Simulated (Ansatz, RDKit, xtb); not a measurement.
**Isomers of B4N3H7O, a sample narrowed down**

Which of a sample of isomers of B4N3H7O is the most stable in the gas at 298.15 K, and what are its properties? The sample is small against all isomers, and the most stable one of this formula need not be in it.

The funnel: GFN2-xTB relaxations, single points with a density functional, relaxations at PBE-D3(BJ)/def2-SVP, harmonic vibrations (at GFN2-xTB), and a last energy at a higher level. All values are calculated.

## 1. Possible bonding patterns

Isomers were taken from a list of plausible structures; this is a sample, not all of them. That gives 6 candidates.

```csv
label,SMILES,spin
c091,BB1NBNB(O)N1,singlet
c150,BB1NBN(O)BN1,singlet
c256,BN1BNBNB1O,singlet
c354,BN1BNBN(O)B1,singlet
c631,BB1NBNBN1O,singlet
c871,BN1BNB(O)NB1,singlet
```

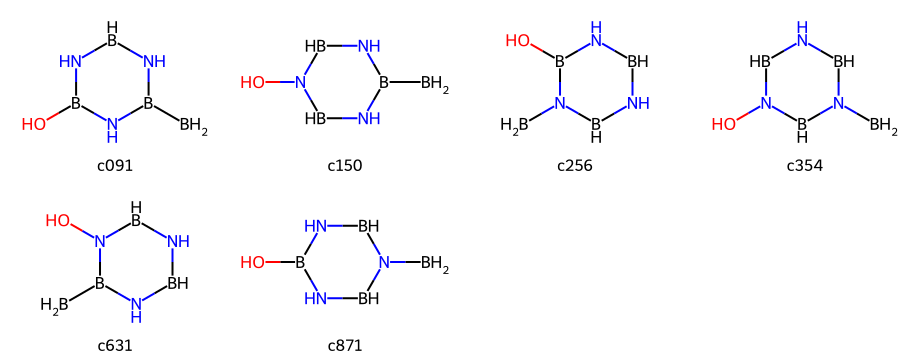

Structural formulas of the candidates.

Candidates are built by distance geometry, with a force field where one applies, in up to four conformers (letters a to d).

## 2. Cheap relaxation of all starts

All 24 starts are relaxed the same way. One of them, c631b (taken from a list of positional isomers, embedded by distance geometry and UFF), in full:

The input, start.xyz:

```xyz
15
c631b
B      0.176125     0.133585     3.464890
B      0.157363    -0.297174     1.876912
B      1.218874    -0.256210    -0.404219
B     -0.330674    -2.041737     0.191269
N      0.783553     0.610366     0.826970
N      0.249794    -1.281614    -0.976619
N     -0.853515    -1.357581     1.437191
O     -1.954765    -0.707915     1.035764
H      0.790292     1.062228     3.834211
H     -0.433184    -0.424128     4.294093
H      1.631412     1.013351     1.172149
H      2.330977    -0.237122    -0.785848
H     -0.517205    -0.713660    -1.375890
H     -0.340276    -3.298194     0.139654
H     -2.682637    -1.064671     1.630395
```

Started as:

```console
xtb start.xyz --gfn 2 --opt
```

The program printed (excerpt; [...] marks lines left out):

```text
* xtb version 6.7.1
[...]
          :  # basis functions                  39          :
[...]
          :  # electrons                        40          :
[...]
          :  Hamiltonian                  GFN2-xTB          :
[...]
          :  net charge                          0          :
          :  unpaired electrons                  0          :
[...]
   *** convergence criteria satisfied after 13 iterations ***
[...]
   *** GEOMETRY OPTIMIZATION CONVERGED AFTER 52 ITERATIONS ***
[...]
   *** convergence criteria satisfied after 3 iterations ***
[...]
         ::                     SUMMARY                     ::
         :::::::::::::::::::::::::::::::::::::::::::::::::::::
         :: total energy             -21.451274707920 Eh    ::
         :: gradient norm              0.000679442174 Eh/a0 ::
         :: HOMO-LUMO gap              2.825794647181 eV    ::
         ::.................................................::
         :: SCC energy               -21.666740857521 Eh    ::
         :: -> isotropic ES            0.105670088522 Eh    ::
         :: -> anisotropic ES          0.008981245830 Eh    ::
         :: -> anisotropic XC          0.003156735986 Eh    ::
         :: -> dispersion             -0.009715239980 Eh    ::
         :: repulsion energy           0.215466149601 Eh    ::
         :: add. restraining           0.000000000000 Eh    ::
         :: total charge              -0.000000000000 e     ::
         :::::::::::::::::::::::::::::::::::::::::::::::::::::
[...]
        20        2.0000           -0.3709491             -10.0940 (HOMO)
        21                         -0.2671030              -7.2682 (LUMO)
[...]
     #   Z          covCN         q      C6AA      α(0)
     1   5 B        2.833     0.176    18.606     7.204
     2   5 B        2.654     0.187    18.781     7.300
     3   5 B        2.637     0.261    17.815     7.124
     4   5 B        2.640     0.257    17.854     7.130
     5   7 N        2.544    -0.288    27.450     7.781
     6   7 N        2.544    -0.289    27.480     7.785
     7   7 N        2.592    -0.084    22.890     7.106
     8   8 O        1.714    -0.393    20.699     6.143
     9   1 H        0.938    -0.097     5.457     3.652
    10   1 H        0.937    -0.106     5.788     3.762
    11   1 H        0.860     0.145     1.436     1.877
    12   1 H        0.938    -0.121     6.348     3.939
    13   1 H        0.860     0.152     1.389     1.846
    14   1 H        0.939    -0.095     5.390     3.630
[...]
molecular dipole:
                 x           y           z       tot (Debye)
 q only:        0.551       0.195       0.102
   full:        0.768       0.301       0.246       2.188
molecular quadrupole (traceless):
[...]
          | TOTAL ENERGY              -21.451274707920 Eh   |
          | GRADIENT NORM               0.000679442174 Eh/α |
          | HOMO-LUMO GAP               2.825794647181 eV   |
           -------------------------------------------------
[...]
```

It took 0.8 s on 2 threads of Intel Xeon at 2.50GHz (Skylake/Cascade Lake), shared host; peak memory 0.093 GiB.

## 3. Distinct minima at GFN2-xTB

24 of the 24 relaxations converged; the search merged 15 into others by its test of bonds and energy. 9 distinct structures remain:

```csv
label,start,SMILES after,spin,energy (kcal/mol),note
c256d,drawn,BN1BNBNB1O,singlet,0.0,
c871b,drawn,BN1BNB(O)NB1,singlet,2.3,
c256b,drawn,BN1BNBNB1O,singlet,3.3,
c091a,drawn,BB1NBNB(O)N1,singlet,39.4,
c354a,drawn,BN1BNBN(O)B1,singlet,57.9,
c354d,drawn,BN1BNBN(O)B1,singlet,58.5,
c631b,drawn,BB1NBNBN1O,singlet,94.1,
c150b,drawn,BB1NBN(O)BN1,singlet,94.4,
c631a,drawn,B[B@-]12NBNBN1[OH+]2,singlet,134.1,bonds changed
```

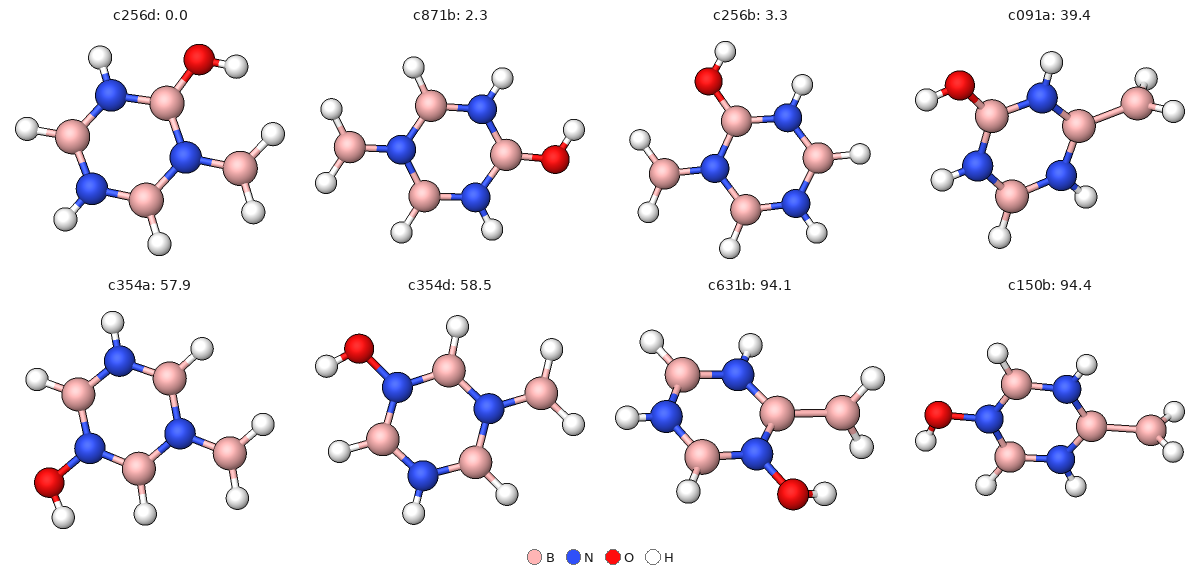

The 8 lowest minima that did not fall apart, with their GFN2-xTB energies in kcal/mol.

## 4. Single points on the low minima

A choice of the minima (the low ones first, few conformers of a pattern, up to a cap) and the lowest that fell apart get a single point at r2SCAN-D4/def2-SVP on the tight-binding geometry, and one at HF/STO-3G for comparison. Some singlets are also tried as triplets at the same geometry (label ending in t). The first, c256d:

The input, input.yaml:

```yaml
crystal:
  periodic: [false, false, false]
  atoms:
    - symbol: B
      position_ang: [1.824271, -2.380813, -1.243177]
    - symbol: B
      position_ang: [-0.577708, -1.959626, -1.689654]
    - symbol: B
      position_ang: [-1.882373, -0.349566, -0.293578]
    - symbol: B
      position_ang: [0.540006, -0.745864, 0.182494]
    - symbol: "N"
      position_ang: [0.625166, -1.708667, -0.921979]
    - symbol: N
      position_ang: [-1.769799, -1.286353, -1.358824]
    - symbol: "N"
      position_ang: [-0.708877, -0.110557, 0.447705]
    - symbol: O
      position_ang: [1.582026, -0.411733, 0.981711]
    - symbol: H
      position_ang: [1.842740, -3.140755, -2.132360]
    - symbol: H
      position_ang: [2.812415, -2.191871, -0.630963]
    - symbol: H
      position_ang: [-0.557363, -2.717749, -2.582757]
    - symbol: H
      position_ang: [-2.591152, -1.480075, -1.910784]
    - symbol: H
      position_ang: [-2.893192, 0.190805, -0.048686]
    - symbol: H
      position_ang: [-0.720234, 0.543016, 1.215352]
    - symbol: H
      position_ang: [2.400772, -0.858960, 0.767448]
basis:
  gaussian:
    orbitals: def2-SVP
hamiltonian:
  xc: r2scan
  dispersion: d4
scf:
  lower_state_search: off
output: {orbitals: {seedname: orbitals}}
```

Started as:

```console
ansatz run input.yaml --threads 2 --pin off --max-ram 5220MiB --events-out events.jsonl --progress --plain --runs-dir runs
```

The program printed (excerpt; [...] marks lines left out):

```text
Warning: RAYON_NUM_THREADS=2 ignored (pool sized by the plan → 2); use --threads N
Functional definition: r2SCAN
  name "r2SCAN"
[...]
1681 factors; their error is unknown
[...]
mean field -9332.41590719 eV, -342.9599588505 hartree, gradient 7.9e-6 eV, S^2 0.000000; 0 other end points of the search recorded, 0 dependent functions left out
reference -9332.41591939 eV, -342.9599592988 hartree; 28, 28 occupied and 119, 119 virtual orbitals, 1681 factors
Total energy: -9332.51426946 eV, -342.9635735973 hartree
Checks for a lower state left out: stability, starts, cluster_reference, orbital_swaps, neighbouring_geometries, increment
```

Run time: 6 s. Hardware: 2 threads of Intel Xeon at 2.50GHz (Skylake/Cascade Lake), shared host; peak memory 0.2 GiB.

Relative energies in kcal/mol, each column from its lowest structure that stays in one piece:

```csv
label,SMILES,spin,GFN2-xTB,HF/STO-3G,r2SCAN-D4/def2-SVP
c256d,BN1BNBNB1O,singlet,0.0,0.0,0.0
c871b,BN1BNB(O)NB1,singlet,2.3,1.8,3.1
c256b,BN1BNBNB1O,singlet,3.3,2.0,4.1
c091a,BB1NBNB(O)N1,singlet,39.4,40.9,34.8
c256dt,BN1BNBNB1O,triplet,–,–,122.1
c871bt,BN1BNB(O)NB1,triplet,–,–,128.9
```

## 5. Relaxing the best candidates

3 candidates are relaxed at PBE-D3(BJ)/def2-SVP (chosen among the lowest in one piece, one conformer a pattern). The first, c256d:

The input, input.yaml:

```yaml
crystal:
  periodic: [false, false, false]
  atoms:
    - {symbol: B, position_ang: [1.824271, -2.380813, -1.243177]}
    - {symbol: B, position_ang: [-0.577708, -1.959626, -1.689654]}
    - {symbol: B, position_ang: [-1.882373, -0.349566, -0.293578]}
    - {symbol: B, position_ang: [0.540006, -0.745864, 0.182494]}
    - {symbol: N, position_ang: [0.625166, -1.708667, -0.921979]}
    - {symbol: N, position_ang: [-1.769799, -1.286353, -1.358824]}
    - {symbol: "N", position_ang: [-0.708877, -0.110557, 0.447705]}
    - {symbol: O, position_ang: [1.582026, -0.411733, 0.981711]}
    - {symbol: H, position_ang: [1.842740, -3.140755, -2.132360]}
    - {symbol: H, position_ang: [2.812415, -2.191871, -0.630963]}
    - {symbol: H, position_ang: [-0.557363, -2.717749, -2.582757]}
    - {symbol: H, position_ang: [-2.591152, -1.480075, -1.910784]}
    - {symbol: H, position_ang: [-2.893192, 0.190805, -0.048686]}
    - {symbol: H, position_ang: [-0.720234, 0.543016, 1.215352]}
    - {symbol: H, position_ang: [2.400772, -0.858960, 0.767448]}
basis:
  gaussian: {orbitals: def2-SVP}
hamiltonian: {xc: {name: PBE}, dispersion: d3bj}
scf: {lower_state_search: "off"}
relax: {f_tol: 0.006}
```

Started as:

```console
ansatz run input.yaml --threads 2 --pin off --max-ram 5220MiB --events-out events.jsonl --progress --plain --runs-dir runs
```

The program printed (excerpt; [...] marks lines left out):

```text
Warning: RAYON_NUM_THREADS=2 ignored (pool sized by the plan → 2); use --threads N
[...]
Functional definition: PBE
  name "PBE"
[...]
1681 factors; their error is unknown
[...]
mean field -9325.47322981 eV, -342.7048201626 hartree, gradient 9.4e-7 eV, S^2 0.000000; 0 other end points of the search recorded, 0 dependent functions left out
[...]
reference -9325.47327333 eV, -342.7048217621 hartree; 28, 28 occupied and 119, 119 virtual orbitals, 1681 factors
relax step   1: F+E_penalty+E_count = -9325.84036323 eV  Δ(F+E_penalty+E_count) = +0.000e0 eV  max|allowed force component| = 9.506e-1 eV/Å  Δτ_max = 0.0000 Å  (23 SCF iters, accepted)
[...]
relax step   5: F+E_penalty+E_count = -9326.01139273 eV  Δ(F+E_penalty+E_count) = -8.212e-4 eV  max|allowed force component| = 4.167e-2 eV/Å  Δτ_max = 0.0293 Å  (21 SCF iters, accepted)
[...]
Atom 6 at    -0.711423    -0.089139     0.470069 Å, force    -0.000950     0.000272    -0.000337 eV/Å
Atom 7 at     1.630497    -0.427253     0.986016 Å, force     0.000633     0.002616     0.003333 eV/Å
Atom 8 at     1.892138    -3.163530    -2.145493 Å, force     0.000574    -0.000431    -0.000432 eV/Å
Atom 9 at     2.845980    -2.148281    -0.573121 Å, force     0.000324     0.000192     0.000182 eV/Å
Atom 10 at    -0.550819    -2.761222    -2.624114 Å, force    -0.000419     0.000246    -0.000072 eV/Å
Atom 11 at    -2.626589    -1.482892    -1.925575 Å, force     0.000276    -0.000175    -0.000318 eV/Å
Atom 12 at    -2.943059     0.221044    -0.036725 Å, force     0.000306    -0.000120     0.000168 eV/Å
Atom 13 at    -0.745088     0.576654     1.243673 Å, force    -0.000431     0.001154     0.000937 eV/Å
Atom 14 at     2.409483    -0.938052     0.686711 Å, force    -0.001613     0.000635     0.000295 eV/Å
Dipole moment:    -0.165898     0.059024     0.004880 e Å
Checks for a lower state left out: stability, starts, cluster_reference, orbital_swaps, neighbouring_geometries, increment
```

Run time: 29 s. Hardware: 2 threads of Intel Xeon at 2.50GHz (Skylake/Cascade Lake), shared host; peak memory 0.2 GiB.

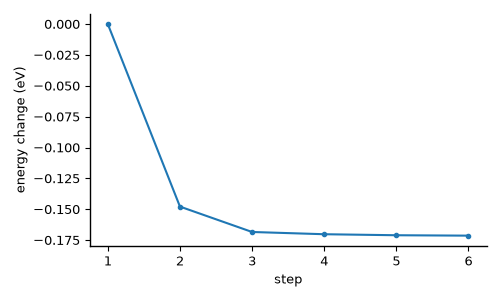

Energy along the run, all evaluated steps.

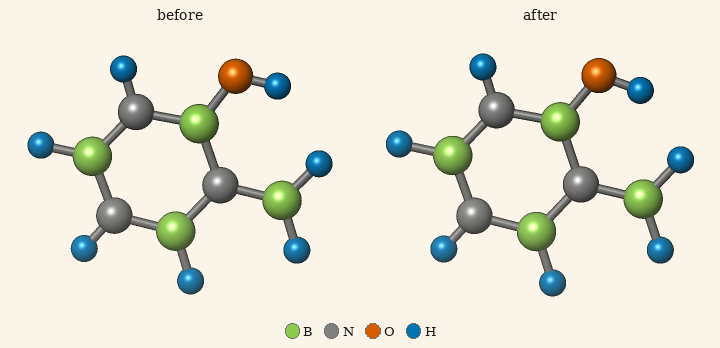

Before and after, at one scale.

After the run. Bond lengths: B1–N5 1.423 Å, B2–N5 1.466 Å, B4–N5 1.484 Å, B2–N6 1.424 Å, B3–N6 1.443 Å, B3–N7 1.426 Å, B4–N7 1.439 Å, B4–O8 1.367 Å, B1–H9 1.214 Å, B1–H10 1.227 Å, B2–H11 1.215 Å, N6–H12 1.020 Å, B3–H13 1.216 Å, N7–H14 1.021 Å, O8–H15 0.978 Å. Some angles: B1–N5–B2 119.8°, B1–N5–B4 120.9°, B2–N5–B4 119.3°, N5–B2–N6 118.8°, N5–B4–N7 118.0°, N5–B4–O8 122.6°, N7–B4–O8 119.3°, B2–N6–B3 123.3°, N6–B3–N7 117.1°, B3–N7–B4 123.4°.

(Part 1 of 2 ends here.)
